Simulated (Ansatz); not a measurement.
# CH2BrSi: the cost of one run

Program: Ansatz 0.2.0. Level of theory: UKS PBE-D4/def2-SVP. These are calculated values, not measurements.

### Step 1. The system as given

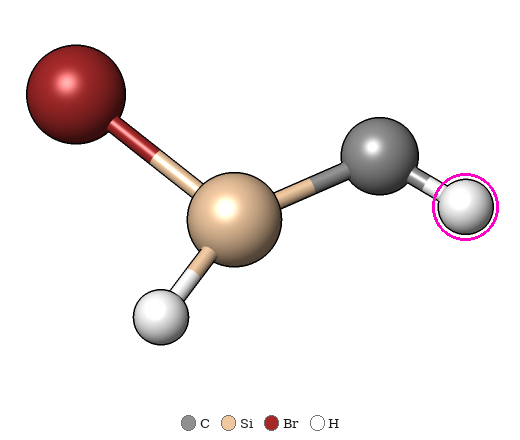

The starting structure, seen from a chosen angle (carbon grey, silicon light orange, bromine red, hydrogen white). Ringed: H4.

As a file:

```xyz
5

C    -1.1867   -0.6540   -0.1879
Si    0.2994    0.2785    0.0008
Br    1.8480   -0.9449    1.0670
H    -2.0350   -0.1848   -0.6874
H     1.0743    1.5052   -0.1925
```

### Step 2. Relaxing end A

input.yaml

```yaml
crystal:
  periodic: [false, false, false]
  atoms:
    - { symbol: C, position_ang: [-1.18672, -0.65397, -0.18787] }
    - { symbol: Si, position_ang: [0.2994, 0.27849, 0.00081] }
    - { symbol: Br, position_ang: [1.84804, -0.94486, 1.06701] }
    - { symbol: H, position_ang: [-2.03499, -0.18482, -0.68743] }
    - { symbol: H, position_ang: [1.07428, 1.50516, -0.19252] }
magnetization:
  spin_polarized: true
  initial_magnetization: 1
basis:
  gaussian: { orbitals: def2-SVP }
hamiltonian:
  xc: pbe
  dispersion: d4
relax:
  f_tol: 0.02
  max_steps: 50
```

The run is started by

```console
> ansatz run input.yaml --threads 2 --pin off --max-ram 3072MiB --backend cpu --events-out ev --progress --plain --runs-dir out
```

**Question.** How long does this run take on 2 threads of Intel Xeon 6975P-C (Granite Rapids), shared host, and how much memory does it need?

About 15 s, with a peak of 0.21 GiB.
